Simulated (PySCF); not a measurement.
H7Cl2NSi3, SMILES [SiH2]([SiH](Cl)Cl)[SiH2]N at its PBE0/def2-SVP optimised geometry (Å):

```
13

Si    -2.2056    -0.7184    -1.7843
Cl    -2.5271    -2.1113    -0.2849
Cl    -3.0643     1.0838    -1.2206
Si     0.0960    -0.3613    -1.9721
Si     0.8311     0.6889     0.0000
N      2.5663     0.6889     0.0000
H     -2.9351    -1.1935    -2.9912
H      0.7574    -1.6916    -2.1682
H      0.3545     0.4841    -3.1801
H      0.1538    -0.0027     1.1488
H      0.3770     2.1113     0.0000
H      3.0555     1.3135     0.6329
H      3.0643    -0.1907    -0.0833
```

Level of theory: PBE0/def2-TZVP (PySCF). Cells within 0.4 Å of a nucleus heavier than hydrogen are left out (blank, or x).

Map of the electrostatic potential (hartree/e), clipped to [-0.08, 0.12] on the plane z = 0.0 Å:

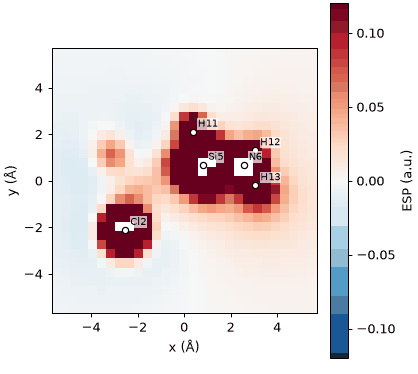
Figure: Electrostatic potential (hartree/e), clipped to [-0.08, 0.12] on the plane z = 0.0 Å.
